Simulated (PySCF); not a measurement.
**BClO (SMILES O=BCl) at CCSD(T)/STO-3G**

Aim: the energy change on altering one bond length of BClO at CCSD(T)/STO-3G, from 2 runs. The job is set up through a Python script.

The results are computed with PySCF 2.14.0.

14 further runs of the same task are left out: 4 that didn't finish, 10 set aside as unsound or not needed.

## Step 1: Starting point

The species is BClO (3 atoms), meant as a singlet with charge 0. As SMILES, `O=BCl`. The shape is that of a GFN2-xTB optimisation.

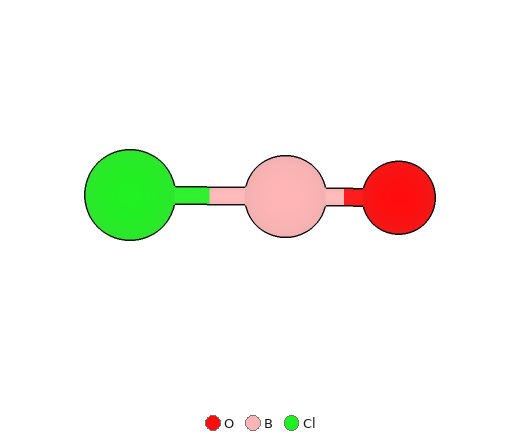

Viewed from a chosen angle; oxygen red, boron pink, chlorine green.

## Step 2: The energy at CCSD(T)/STO-3G

Input file job.py:

```python
from pyscf import gto, cc

system = gto.M(
    atom=[
    ('O', (1.019560, 0.606200, 0.626990)),
    ('B', (0.113080, 0.066620, 0.069470)),
    ('Cl', (-1.132640, -0.672810, -0.696460)),
],
    basis='sto-3g',
    max_memory=1860,
    verbose=3,
)

mf = system.RHF()
mf.conv_tol = 1e-10
mf.kernel()
if not mf.converged:
    mf = mf.newton().run(mf.mo_coeff, mf.mo_occ)

mycc = cc.CCSD(mf, frozen=7)
mycc.kernel()
e_t = mycc.ccsd_t()
e_final = mycc.e_tot + e_t
print(f'total energy: {e_final:.8f} hartree')
```

On the command line:

```console
OMP_NUM_THREADS=1 python job.py
```

What it wrote:

```text
converged SCF energy = -552.862726915859
E(CCSD) = -552.9950625838383  E_corr = -0.1323356679792577
CCSD(T) correction = -0.00771262858954244
total energy: -553.00277521 hartree
```

Run time: 1 s. Hardware: 1 thread of Arm Neoverse V1, shared host; peak memory 0.11 GiB.

## Step 3: The distorted shape

Input file input.py:

```python
from pyscf import gto, cc

mol = gto.M(
    atom='''
O      2.397505     1.425018     1.474321
B      0.684506     0.405359     0.420761
Cl    -2.140379    -1.271427    -1.316119
''',
    verbose=4,
    unit='bohr',
    basis='sto-3g',
    max_memory=1860,
)

calc0 = mol.RHF()
calc0.conv_tol = 1e-10
calc0.kernel()
if not calc0.converged:
    calc0 = calc0.newton().run(calc0.mo_coeff, calc0.mo_occ)

mycc = cc.CCSD(calc0, frozen=7)
mycc.kernel()
e_t = mycc.ccsd_t()
etot = mycc.e_tot + e_t
print('E(%s) = %.9f' % ('CCSD(T)', etot))
```

On the command line:

```console
OMP_NUM_THREADS=1 python input.py
```

What it wrote:

```text
PySCF version 2.14.0

[INPUT] num. atoms = 3
[INPUT] num. electrons = 30
[INPUT] charge = 0
[INPUT] spin (= nelec alpha-beta = 2S) = 0
[INPUT] symmetry False subgroup None
[INPUT] Mole.unit = bohr
[INPUT] Symbol           X                Y                Z      unit          X                Y                Z       unit  Magmom
[INPUT]  1 O      1.268705009067   0.754087050751   0.780177074781 AA    2.397505000000   1.425018000000   1.474321000000 Bohr   0.0
[INPUT]  2 B      0.362224975938   0.214506745041   0.222657132444 AA    0.684506000000   0.405359000000   0.420761000000 Bohr   0.0
[INPUT]  3 Cl    -1.132639789532  -0.672810193748  -0.696460181659 AA   -2.140379000000  -1.271427000000  -1.316119000000 Bohr   0.0

nuclear repulsion = 63.3921035536131
number of shells = 11
number of NR pGTOs = 57
number of NR cGTOs = 19
basis = sto-3g
ecp = {}

******** <class 'pyscf.scf.hf.RHF'> ********
method = RHF
initial guess = minao
damping factor = 0
level_shift factor = 0
DIIS = <class 'pyscf.scf.diis.CDIIS'>
diis_start_cycle = 1
diis_space = 8
diis_damp = 0
SCF conv_tol = 1e-10
SCF conv_tol_grad = None
SCF max_cycles = 50
direct_scf = True
direct_scf_tol = 1e-13
Set gradient conv threshold to 1e-05
Initial guess from minao.
init E= -552.551491084754
  HOMO = -0.466101980521539  LUMO = 0.0510432168383068  gap/eV = 14.07224
cycle= 1 E= -552.661031415112  delta_E= -0.11  |g|= 0.675  |ddm|= 2.46
  HOMO = -0.367236924752581  LUMO = 0.144380271718337  gap/eV = 13.92181
cycle= 2 E= -552.71446711762  delta_E= -0.0534  |g|= 0.693  |ddm|= 1.49
  HOMO = -0.402927616165763  LUMO = 0.214375893293961  gap/eV = 16.79768
cycle= 3 E= -552.840270982908  delta_E= -0.126  |g|= 0.0452  |ddm|= 0.688
  HOMO = -0.417866195938043  LUMO = 0.22754411148685  gap/eV = 17.56251
cycle= 4 E= -552.842030408902  delta_E= -0.00176  |g|= 0.019  |ddm|= 0.118
  HOMO = -0.41454734743026  LUMO = 0.22856648221234  gap/eV = 17.50002
cycle= 5 E= -552.842368522622  delta_E= -0.000338  |g|= 0.00403  |ddm|= 0.074
  HOMO = -0.415127514747341  LUMO = 0.228438152066221  gap/eV = 17.51231
cycle= 6 E= -552.842376698224  delta_E= -8.18e-06  |g|= 0.000401  |ddm|= 0.012
  HOMO = -0.415166583585834  LUMO = 0.228612883086714  gap/eV = 17.51813
cycle= 7 E= -552.842376771679  delta_E= -7.35e-08  |g|= 6.11e-05  |ddm|= 0.00119
  HOMO = -0.415150788810248  LUMO = 0.22859900266519  gap/eV = 17.51732
cycle= 8 E= -552.842376774184  delta_E= -2.5e-09  |g|= 6.76e-06  |ddm|= 0.00021
  HOMO = -0.415150493718184  LUMO = 0.228598620278207  gap/eV = 17.51731
cycle= 9 E= -552.842376774202  delta_E= -1.84e-11  |g|= 1.49e-06  |ddm|= 1.13e-05
  HOMO = -0.415150367841483  LUMO = 0.228598888126772  gap/eV = 17.51731
Extra cycle  E= -552.842376774203  delta_E= -9.09e-13  |g|= 8.66e-07  |ddm|= 3.14e-06
converged SCF energy = -552.842376774203

******** <class 'pyscf.cc.ccsd.CCSD'> ********
CC2 = 0
CCSD nocc = 8, nmo = 12
frozen orbitals 7
max_cycle = 50
direct = 0
conv_tol = 1e-07
conv_tol_normt = 1e-05
diis_space = 6
diis_start_cycle = 0
diis_start_energy_diff = 1e+09
Init t2, MP2 energy = -552.977040557538  E_corr(MP2) -0.134663783335426
Init E_corr(CCSD) = -0.134663783335744
cycle = 1  E_corr(CCSD) = -0.128486128991324  dE = 0.00617765434  norm(t1,t2) = 0.0833502
cycle = 2  E_corr(CCSD) = -0.140363082003912  dE = -0.011876953  norm(t1,t2) = 0.0290037
cycle = 3  E_corr(CCSD) = -0.139592819460361  dE = 0.000770262544  norm(t1,t2) = 0.0130189
cycle = 4  E_corr(CCSD) = -0.141831508192956  dE = -0.00223868873  norm(t1,t2) = 0.00613147
cycle = 5  E_corr(CCSD) = -0.14204797465693  dE = -0.000216466464  norm(t1,t2) = 0.00124528
cycle = 6  E_corr(CCSD) = -0.142096040552694  dE = -4.80658958e-05  norm(t1,t2) = 0.000597663
cycle = 7  E_corr(CCSD) = -0.14208647042074  dE = 9.57013195e-06  norm(t1,t2) = 0.000119587
cycle = 8  E_corr(CCSD) = -0.142089084609885  dE = -2.61418915e-06  norm(t1,t2) = 4.39453e-05
cycle = 9  E_corr(CCSD) = -0.142089757792046  dE = -6.73182161e-07  norm(t1,t2) = 1.50555e-05
cycle = 10  E_corr(CCSD) = -0.142089014304691  dE = 7.43487356e-07  norm(t1,t2) = 3.61226e-06
cycle = 11  E_corr(CCSD) = -0.142089178595182  dE = -1.64290491e-07  norm(t1,t2) = 1.3532e-06
cycle = 12  E_corr(CCSD) = -0.142089138701016  dE = 3.98941654e-08  norm(t1,t2) = 2.91911e-07
CCSD converged
E(CCSD) = -552.9844659129041  E_corr = -0.1420891387010163
CCSD(T) correction = -0.00790014460698942
E(CCSD(T)) = -552.992366058
```

It took 1.1 s on 1 thread of Arm Neoverse V1, shared host; peak memory 0.11 GiB.

## Step 4: What came out

Level: CCSD(T)/STO-3G, 7 core orbitals frozen.

| quantity | value |
| --- | --- |
| first shape: total energy | -553.00278 Eh |
| first shape: dipole moment (Hartree–Fock density) | 0.54 D |
| first shape: HOMO energy (Hartree–Fock orbitals) | -11.25 eV |
| first shape: LUMO energy (Hartree–Fock orbitals) | 9.32 eV |
| first shape: HOMO–LUMO gap (Hartree–Fock orbitals) | 20.57 eV |
| first shape: correlation energy (7 core orbitals frozen) | -140.0 mEh |
| first shape: (T) correction | -7.71 mEh |
| first shape: T1 diagnostic | 0.018 |
| distorted shape: total energy | -552.99237 Eh |
| distorted shape: dipole moment (Hartree–Fock density) | 0.22 D |
| distorted shape: HOMO energy (Hartree–Fock orbitals) | -11.30 eV |
| distorted shape: LUMO energy (Hartree–Fock orbitals) | 6.22 eV |
| distorted shape: HOMO–LUMO gap (Hartree–Fock orbitals) | 17.52 eV |
| distorted shape: correlation energy (7 core orbitals frozen) | -150.0 mEh |
| distorted shape: (T) correction | -7.90 mEh |
| distorted shape: T1 diagnostic | 0.019 |
| energy change with the B2–Cl3 bond stretched from 1.639 to 1.966 Å | 0.283 eV |

With the B2–Cl3 bond stretched from 1.639 to 1.966 Å the energy rises by 0.28 eV (6.5 kcal/mol). The first shape isn't relaxed at this level, so the change isn't measured from a minimum. The minimal basis adds a large error of its own. Mulliken charges (first shape) of the mean-field density run from -0.27 on O1 to +0.41 on B2; they depend strongly on the basis. The triples (first shape) make up 5.5 % of the correlation energy. The triples (distorted shape) make up 5.3 % of the correlation energy.
